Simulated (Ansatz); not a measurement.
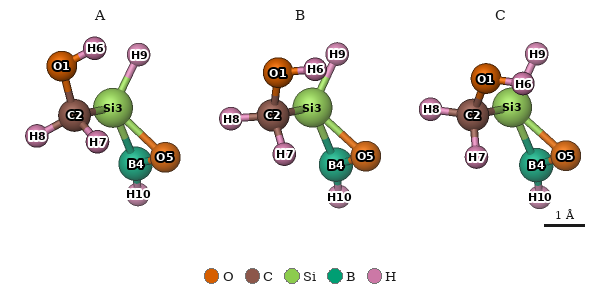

3 geometries from a converged minimum-energy path of CH5BO2Si, shuffled. A ball-and-stick model, seen from a free direction.

Theory: RKS PBE-D4/def2-SVP (Ansatz). Settings: 7 movable images; climbing image; force threshold 0.03 eV/Å; iteration limit 60; starting path by image-dependent pair potential.

### Which of them lies highest in energy?

A. In order along the path, whose images run from 0 to 8: C (image 4, +5.3 kJ/mol), B (image 5, +6.6 kJ/mol), A (image 7, +7.6 kJ/mol). The motion is a rotation about the C2–Si3 bond by about 105°. No bond forms or breaks between the ends. Among the angles between lasting bonds that change up to the highest image: C2–Si3–O5 99.7° → 109.8°, C2–Si3–B4 120.0° → 126.6°.
